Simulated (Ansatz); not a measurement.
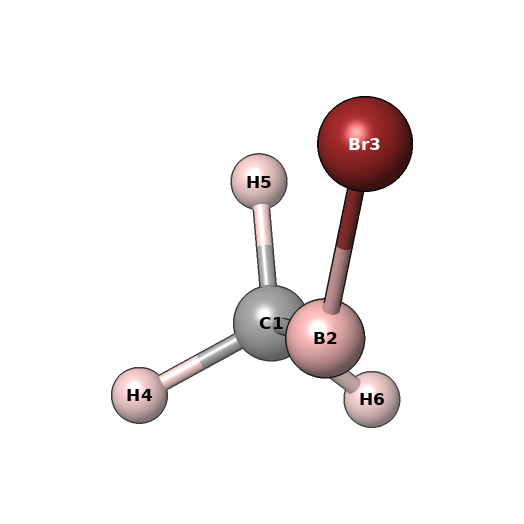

C1 lies behind B2. The molecule seen a little off the B2–C1 bond, B2 in front. Atoms fade into the background with distance from the viewer. The species is neutral and a spin doublet. Computed geometry: PBE-D4/def2-SVP optimisation. No frequency run is at hand to confirm it as a minimum.

What is the torsion angle Br3–B2–C1–H4? The sign is positive where the front bond must turn clockwise to cover the back bond.

Answer. −121°, anticlinal.
